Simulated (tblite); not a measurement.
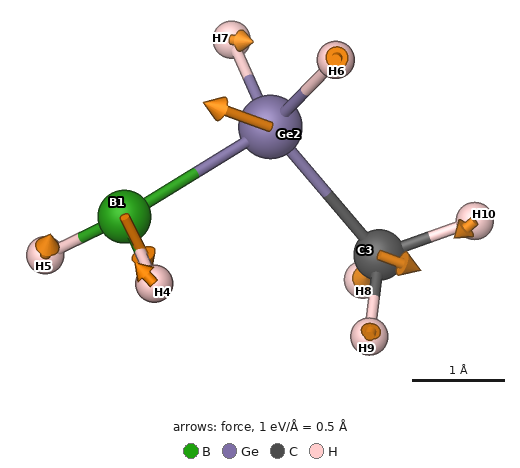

Starting geometry of CH₇BGe with the computed forces as orange arrows. A ball-and-stick model, seen at a tilt.

Level of theory: tblite 0.8.0, GFN2-xTB geometry optimisation, gas phase. 

Q: What follows when this structure is relaxed?

A: It isn't relaxed: the largest force vector, on Ge2, is 1.78 eV/Å. The final displacements have little in common with the starting forces (cosine between the two patterns 0.30). The largest move after the best rigid fit is that of H9, 0.57 Å. Largest moves by element: H 0.57 Å, Ge 0.17 Å, B 0.17 Å, C 0.12 Å. Near-neighbour distances that change, for instance: Ge2–C3 1.938 → 1.982 Å, B1–Ge2 2.045 → 2.003 Å, Ge2–H6 1.539 → 1.508 Å, C3–H10 1.108 → 1.086 Å. Bond angles that change, for instance: H6–Ge2–H7 112.8° → 102.2°, B1–Ge2–H6 106.1° → 115.3°, Ge2–B1–H4 112.6° → 120.8°. Groups turn about Ge2–C3 by about 30°. Over 73 geometry steps the energy falls by 8.97 kcal/mol. The run took 0.79 s on 1 thread of Intel(R) Xeon(R) Processor @ 2.50GHz, on a shared host.
